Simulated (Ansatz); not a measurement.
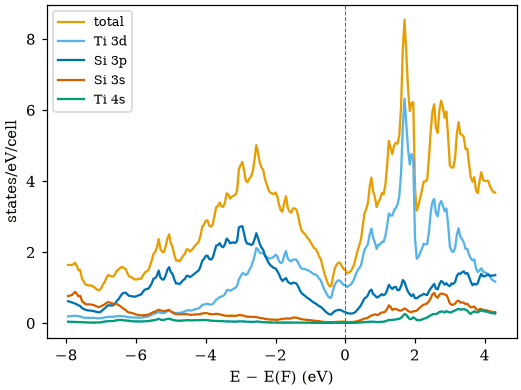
Total and projected density of states of TiSi₂ in space group Cmcm (No. 63; Ti on 4c, Si on 4c, Si on 4c), DFT-LDA in the program Ansatz with PAW potentials

Task: Which orbitals carry the states next to the Fermi level?

Result: Within 0.5 eV of the Fermi level: Ti 3d 71 %, Si 3p 21 %. Projections are on Löwdin-orthogonalised atomic valence shells; empty p or d shells of many metals are not among them.

Task: Where is the tallest occupied peak in this window, and what makes it?

Result: Near -2.5 eV, about 5.0 states/eV per cell; the largest projected share is Si 3p.

The cell was relaxed with LDA under the symmetry of its start. The run is not spin-polarised.

Potentials: the earlier of the program's two PAW sets. The files were generated under PBE; for other functionals the program regenerates the frozen cores, and for LDA and PBEsol the local potential too.
